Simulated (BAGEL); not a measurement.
# A workflow on Si2H4F2 (SMILES F[SiH](F)[SiH3])

We compute a series of 15 runs (PBE0/def2-SVP, RI-MP2/def2-SVP) of F2H4Si2. 

The calculation is run with BAGEL 1.2.2.

2 further runs of the same task are left out: 2 set aside as unsound or not needed.

### 1 Starting point

Si2H4F2 has 8 atoms, charge 0, and is taken as a singlet. SMILES: `F[SiH](F)[SiH3]`. One bond was lengthened or shortened from a relaxed shape.

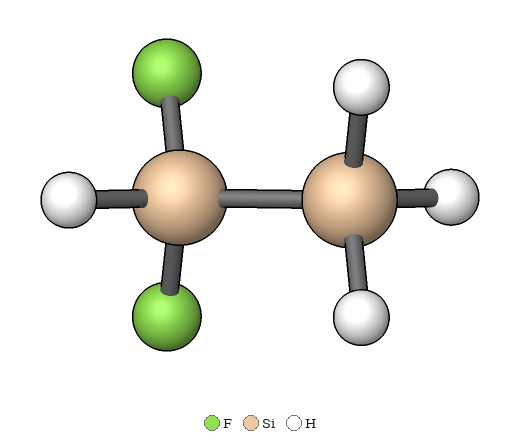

The structure, seen from a chosen angle (fluorine green, silicon light orange, hydrogen white).

### 2 The energy at PBE0/def2-SVP (density fitting with svp-jkfit) (run 1)

Input file dft.json:

```json
{ "bagel": [

{
  "title": "molecule",
  "basis": "svp",
  "df_basis": "svp-jkfit",
  "geometry": [
    { "atom": "F", "xyz": [  1.23093358, -1.78090625,  3.08096223 ] },
    { "atom": "Si", "xyz": [  1.40081996, -0.40915405,  0.40605490 ] },
    { "atom": "F", "xyz": [  2.45320844, -2.43494046, -1.55737054 ] },
    { "atom": "Si", "xyz": [ -2.03183353,  0.70448990, -0.65554599 ] },
    { "atom": "H", "xyz": [  3.32682883,  1.61153009,  0.62866464 ] },
    { "atom": "H", "xyz": [ -3.01449111,  2.55547664,  1.21490493 ] },
    { "atom": "H", "xyz": [ -1.85797873,  1.93753620, -3.17341708 ] },
    { "atom": "H", "xyz": [ -3.75620862, -1.50573378, -0.79878723 ] }
  ]
},
{
  "title": "ks",
  "xc_func": "pbe0"
},
{
  "title": "print",
  "file": "orbitals.molden",
  "orbitals": true
}

]}
```

Launch:

```bash
BAGEL_NUM_THREADS=1 BAGEL dft.json > dft.out
```

Log:

```text
* using 1 threads per process

  ===============================================================
  ===============================================================

  *** Geometry ***

  { "atom" : "F", "xyz" : [      1.230934,     -1.780906,      3.080962 ] },
  { "atom" : "Si", "xyz" : [      1.400820,     -0.409154,      0.406055 ] },
  { "atom" : "F", "xyz" : [      2.453208,     -2.434940,     -1.557371 ] },
  { "atom" : "Si", "xyz" : [     -2.031834,      0.704490,     -0.655546 ] },
  { "atom" : "H", "xyz" : [      3.326829,      1.611530,      0.628665 ] },
  { "atom" : "H", "xyz" : [     -3.014491,      2.555477,      1.214905 ] },
  { "atom" : "H", "xyz" : [     -1.857979,      1.937536,     -3.173417 ] },
  { "atom" : "H", "xyz" : [     -3.756209,     -1.505734,     -0.798787 ] },

  Number of auxiliary basis functions:      482

  Since a DF basis is specified, we compute 2- and 3-index integrals:
    o Being stored without compression. Storage requirement is 0.027 GB

  Number of basis functions:       84
  Number of electrons      :       50

    * METHOD: MOLECULE                             0.22

  *** Kohn-Sham DFT ***

    * Removing 14045 points whose weight is below 1.00e-10
    * Grid points: 105203

  === Nuclear Repulsion ===
   241.0983987561

       - DIIS with orbital gradients will be used.

  === KS iteration (pbe0 / svp) ===
      0       -751.59841564          0.11237880           0.38
      1       -696.62686651          0.12506899           0.34
      2       -618.62082242          0.21754385           0.34
      3       -756.83164993          0.12456314           0.34
      4       -764.53235258          0.10239810           0.34
      5       -768.58791767          0.08941014           0.34
[... 20 lines of this table left out ...]
     26       -780.36020591          0.00000001           0.34
     27       -780.36020591          0.00000001           0.34
    * SCF iteration converged.

    * Permanent dipole moment:
           (    0.337472,    -0.547228,     0.165999) a.u.

    * METHOD: KS                                  10.06

    * METHOD: PRINT                                0.02

  ===============================================================
```

Run time: 11 s. Hardware: 1 thread of Arm Neoverse V1, shared host; peak memory 0.44 GiB.

### 3 Bond 4-2 at 2.342 A: a single-point energy at RI-MP2/def2-SVP (density fitting with svp-jkfit) (run 2)

Input file mp2.json:

```json
{ "bagel" : [

{
  "title" : "molecule",
  "basis" : "svp",
  "df_basis" : "svp-jkfit",
  "geometry" : [
    { "atom" : "F", "xyz" : [     1.83655301,    -1.97738674,     3.26825866 ] },
    { "atom" : "Si", "xyz" : [     2.00643939,    -0.60563455,     0.59335133 ] },
    { "atom" : "F", "xyz" : [     3.05882787,    -2.63142095,    -1.37007412 ] },
    { "atom" : "Si", "xyz" : [    -2.03183353,     0.70448990,    -0.65554599 ] },
    { "atom" : "H", "xyz" : [     3.93244826,     1.41504960,     0.81596106 ] },
    { "atom" : "H", "xyz" : [    -3.01449111,     2.55547664,     1.21490493 ] },
    { "atom" : "H", "xyz" : [    -1.85797873,     1.93753620,    -3.17341708 ] },
    { "atom" : "H", "xyz" : [    -3.75620862,    -1.50573378,    -0.79878723 ] }
  ]
},

{ "title" : "hf" },

{ "title" : "mp2", "ncore" : 12 }

]}
```

Launch:

```bash
BAGEL_NUM_THREADS=1 BAGEL mp2.json > mp2.out
```

Log:

```text
* using 1 threads per process

  ===============================================================
  ===============================================================

  *** Geometry ***

  { "atom" : "F", "xyz" : [      1.836553,     -1.977387,      3.268259 ] },
  { "atom" : "Si", "xyz" : [      2.006439,     -0.605635,      0.593351 ] },
  { "atom" : "F", "xyz" : [      3.058828,     -2.631421,     -1.370074 ] },
  { "atom" : "Si", "xyz" : [     -2.031834,      0.704490,     -0.655546 ] },
  { "atom" : "H", "xyz" : [      3.932448,      1.415050,      0.815961 ] },
  { "atom" : "H", "xyz" : [     -3.014491,      2.555477,      1.214905 ] },
  { "atom" : "H", "xyz" : [     -1.857979,      1.937536,     -3.173417 ] },
  { "atom" : "H", "xyz" : [     -3.756209,     -1.505734,     -0.798787 ] },

  Number of auxiliary basis functions:      482

  Since a DF basis is specified, we compute 2- and 3-index integrals:
    o Being stored without compression. Storage requirement is 0.027 GB

  Number of basis functions:       84
  Number of electrons      :       50

    * METHOD: MOLECULE                             0.22

  *** RHF ***

  === Nuclear Repulsion ===
   227.3177292600

      * DIIS with orbital gradients will be used.

  === RHF iteration (svp) ===
      0       -778.61209077          0.01944269           0.07
      1       -778.75778888          0.01239761           0.06
      2       -778.83584259          0.00118802           0.06
      3       -778.83717199          0.00016719           0.07
      4       -778.83720000          0.00003718           0.07
      5       -778.83720184          0.00000643           0.07
      6       -778.83720190          0.00000158           0.07
      7       -778.83720190          0.00000037           0.07
      8       -778.83720190          0.00000011           0.07
      9       -778.83720190          0.00000003           0.06
     10       -778.83720190          0.00000001           0.07
     11       -778.83720190          0.00000000           0.07
    * SCF iteration converged.

    * Permanent dipole moment:
           (    0.317612,    -0.671350,     0.178264) a.u.

    * METHOD: HF                                   0.94

  *** RHF ***

  === Nuclear Repulsion ===
   227.3177292600

      * DIIS with orbital gradients will be used.

  === RHF iteration (svp) ===
      0       -778.83720190          0.00000000           0.06
    * SCF iteration converged.

    * Permanent dipole moment:
           (    0.317612,    -0.671350,     0.178264) a.u.

  === DF-MP2 calculation ===

    * freezing 12 orbitals
    * 3-index integral transformation done
    * assembly done

      MP2 correlation energy:   -0.5648247134      0.03

      MP2 total energy:       -779.4020266151

    * METHOD: MP2                                  0.17

  ===============================================================
```

Wall time 1.5 s (1 thread of Arm Neoverse V1, shared host); peak memory 0.14 GiB.

Runs 3 to 14 aren't shown in full; the table further down has their settings and results.

### 4 Bond 4-2 at 6.557 A: a single-point energy at PBE0/def2-SVP (density fitting with svp-jkfit) (run 15)

Input file input.json:

```json
{ "bagel": [

{
  "title": "molecule",
  "basis": "svp",
  "df_basis": "svp-jkfit",
  "geometry": [
    { "atom": "F", "xyz": [  9.10571903, -4.33569880,  5.51636000 ] },
    { "atom": "Si", "xyz": [  9.27560541, -2.96394661,  2.84145267 ] },
    { "atom": "F", "xyz": [ 10.32799389, -4.98973301,  0.87802723 ] },
    { "atom": "Si", "xyz": [ -2.03183353,  0.70448990, -0.65554599 ] },
    { "atom": "H", "xyz": [ 11.20161428, -0.94326246,  3.06406241 ] },
    { "atom": "H", "xyz": [ -3.01449111,  2.55547664,  1.21490493 ] },
    { "atom": "H", "xyz": [ -1.85797873,  1.93753620, -3.17341708 ] },
    { "atom": "H", "xyz": [ -3.75620862, -1.50573378, -0.79878723 ] }
  ]
},
{ "title": "ks", "xc_func": "pbe0" },
{ "title": "print", "file": "orbitals.molden", "orbitals": true }

]}
```

Launch:

```bash
BAGEL_NUM_THREADS=1 BAGEL input.json > input.out
```

Log:

```text
* using 1 threads per process

  ===============================================================
  ===============================================================

  *** Geometry ***

  { "atom" : "F", "xyz" : [      9.105719,     -4.335699,      5.516360 ] },
  { "atom" : "Si", "xyz" : [      9.275605,     -2.963947,      2.841453 ] },
  { "atom" : "F", "xyz" : [     10.327994,     -4.989733,      0.878027 ] },
  { "atom" : "Si", "xyz" : [     -2.031834,      0.704490,     -0.655546 ] },
  { "atom" : "H", "xyz" : [     11.201614,     -0.943262,      3.064062 ] },
  { "atom" : "H", "xyz" : [     -3.014491,      2.555477,      1.214905 ] },
  { "atom" : "H", "xyz" : [     -1.857979,      1.937536,     -3.173417 ] },
  { "atom" : "H", "xyz" : [     -3.756209,     -1.505734,     -0.798787 ] },

  Number of auxiliary basis functions:      482

  Since a DF basis is specified, we compute 2- and 3-index integrals:
    o Being stored without compression. Storage requirement is 0.027 GB

  Number of basis functions:       84
  Number of electrons      :       50

    * METHOD: MOLECULE                             0.21

  *** Kohn-Sham DFT ***

    * Removing 10435 points whose weight is below 1.00e-10
    * Grid points: 108813

  === Nuclear Repulsion ===
   167.0416509863

       - DIIS with orbital gradients will be used.

  === KS iteration (pbe0 / svp) ===
      0       -740.45979360          0.11429973           0.38
      1       -537.25689425          0.09302405           0.35
      2       -608.37652759          0.13240176           0.35
      3       -663.11154585          0.11276028           0.35
      4       -752.22363085          0.09654443           0.35
      5       -667.11321082          0.11731650           0.35
[... 61 lines of this table left out ...]
     67       -780.21589922          0.00000001           0.34
     68       -780.21589922          0.00000000           0.35
    * SCF iteration converged.

    * Permanent dipole moment:
           (    0.347234,    -0.594639,     0.175243) a.u.

    * METHOD: KS                                  24.58

    * METHOD: PRINT                                0.02

  ===============================================================
```

Wall time 25 s (1 thread of Arm Neoverse V1, shared host); peak memory 0.45 GiB.

### 5 All runs side by side

```
run                                             level  frozen core orbitals              partner    energy (Eh)  wall time
  1    PBE0/def2-SVP (density fitting with svp-jkfit)                     –  bond 4-2 at 1.991 A    -780.360206       11 s
  2  RI-MP2/def2-SVP (density fitting with svp-jkfit)                    12  bond 4-2 at 2.342 A    -779.402027      1.5 s
  3    PBE0/def2-SVP (density fitting with svp-jkfit)                     –  bond 4-2 at 2.342 A    -780.399259      8.1 s
  4  RI-MP2/def2-SVP (density fitting with svp-jkfit)                    12  bond 4-2 at 2.693 A    -779.384374      1.5 s
  5    PBE0/def2-SVP (density fitting with svp-jkfit)                     –  bond 4-2 at 2.693 A  not converged       35 s
  6  RI-MP2/def2-SVP (density fitting with svp-jkfit)                    12  bond 4-2 at 3.161 A    -779.341500      1.5 s
  7    PBE0/def2-SVP (density fitting with svp-jkfit)                     –  bond 4-2 at 3.161 A  not converged       35 s
  8  RI-MP2/def2-SVP (density fitting with svp-jkfit)                    12  bond 4-2 at 3.747 A    -779.294373      1.5 s
  9    PBE0/def2-SVP (density fitting with svp-jkfit)                     –  bond 4-2 at 3.747 A    -780.296125       16 s
 10  RI-MP2/def2-SVP (density fitting with svp-jkfit)                    12  bond 4-2 at 4.449 A    -779.257513      1.6 s
 11    PBE0/def2-SVP (density fitting with svp-jkfit)                     –  bond 4-2 at 4.449 A  not converged       36 s
 12  RI-MP2/def2-SVP (density fitting with svp-jkfit)                    12  bond 4-2 at 5.386 A    -779.242169      1.5 s
 13    PBE0/def2-SVP (density fitting with svp-jkfit)                     –  bond 4-2 at 5.386 A    -780.229603       23 s
 14  RI-MP2/def2-SVP (density fitting with svp-jkfit)                    12  bond 4-2 at 6.557 A    -779.259828      1.5 s
 15    PBE0/def2-SVP (density fitting with svp-jkfit)                     –  bond 4-2 at 6.557 A    -780.215899       25 s
```

### 6 Results

```
                                  quantity          value
 bond 4-2 at 6.557 A, run 15: total energy  -780.21590 Eh
bond 4-2 at 6.557 A, run 15: dipole moment         1.81 D
  bond 4-2 at 6.557 A, run 15: HOMO energy       -5.30 eV
  bond 4-2 at 6.557 A, run 15: LUMO energy       -4.58 eV
bond 4-2 at 6.557 A, run 15: HOMO–LUMO gap        0.71 eV
```

**Reading.** In runs 10, 12, 13, 14, 15 a closed-shell determinant meets a far-stretched bond, which it describes badly. All runs together took 3.3 min, the longest 36 s. 3 of the 15 runs did not end normally.
